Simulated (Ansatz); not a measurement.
The cell of MgO (Fm-3m, No. 225). The cell is taken from a calculation's input that goes back to an entry of the Crystallography Open Database (an earlier step may have relaxed or displaced it).

```yaml
crystal:
  lattice:
    - [4.20434, 0.00000, 0.00000]
    - [0.00000, 4.20434, 0.00000]
    - [0.00000, 0.00000, 4.20434]
  atoms:
    - { symbol: Mg, position: [0.00000, 0.00000, 0.00000] }
    - { symbol: O, position: [0.50000, 0.00000, 0.00000] }
    - { symbol: Mg, position: [0.00000, 0.50000, 0.50000] }
    - { symbol: O, position: [0.50000, 0.50000, 0.50000] }
    - { symbol: Mg, position: [0.50000, 0.00000, 0.50000] }
    - { symbol: O, position: [0.00000, 0.00000, 0.50000] }
    - { symbol: Mg, position: [0.50000, 0.50000, 0.00000] }
    - { symbol: O, position: [0.00000, 0.50000, 0.00000] }
```

At each point the valence sum V of a Mg2+ ion is computed from the anions within 5 Å (s = exp((R0 − d)/b), R0 fitted to published crystal structures with b = 0.37 Å; R0: Mg2+–O 1.677 Å). The other Mg2+ ions are ignored. This is an empirical screen for pathways, not an energy calculation.

Along which directions could Mg2+ move by this screen (counting the regions that come within 0.6 Å of a Mg site)?

Answer. From a mismatch of about 0.95 v.u. the regions form a three-dimensional network. These are grid estimates, good to about 0.1 v.u.

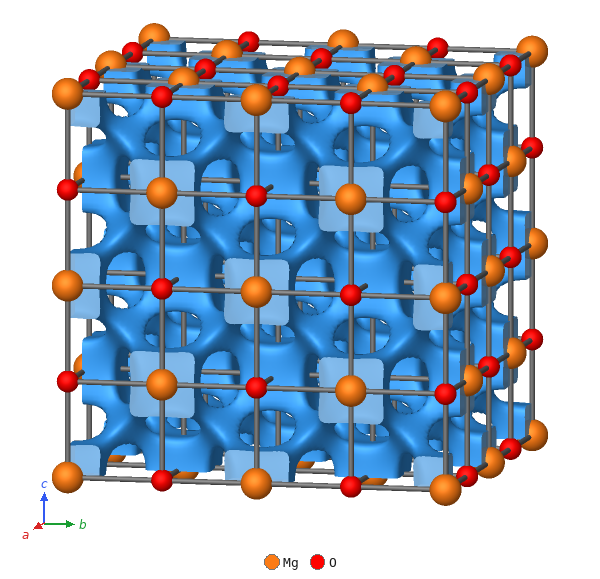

Bond-valence mismatch map for Mg2+ in MgO (Fm-3m): the blue surface encloses the points where |V − 2| < 1.2 v.u. (2×2×2 cells, view slightly off an axis). Pale faces close the region where the drawn box cuts it. At this level they form a three-dimensional network.

What is the valence sum at the Mg sites themselves?

Answer. 1.95 v.u., against the formal 2.
